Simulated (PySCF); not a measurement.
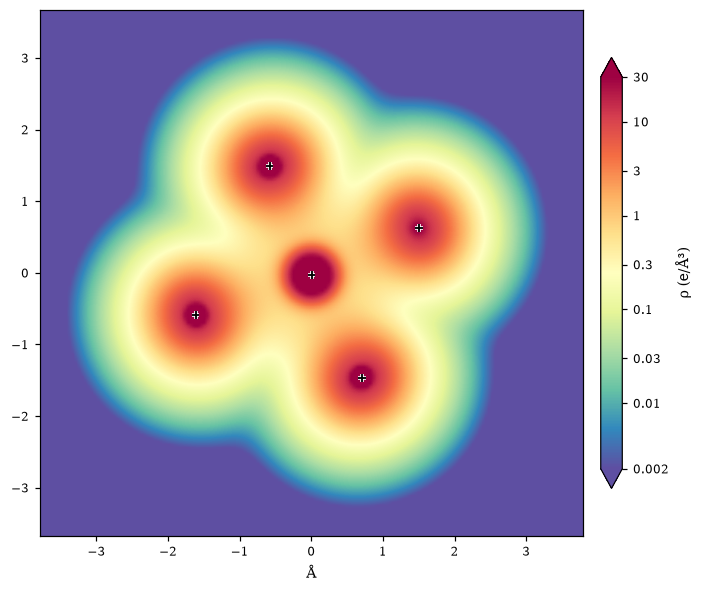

The total electron density on a plane through atoms (crosses mark nuclei in the plane).

The calculation used PySCF 2.14.0, PBE0/pcSseg-1, SCF density, gas phase, non-relativistic.

Candidates:
A. C6H11F
B. C4H5F3O (SMILES CC(=O)CC(F)(F)F)
C. F6P (charge −1)

Q: Which system is this?

A: Candidate C: F6P on the plane of atoms F4, P2 and F6, which holds P and F. P–F (1.60 Å): ρ is about 1.3 e/Å³ halfway. P–F (1.64 Å): ρ is about 1.2 e/Å³ halfway.
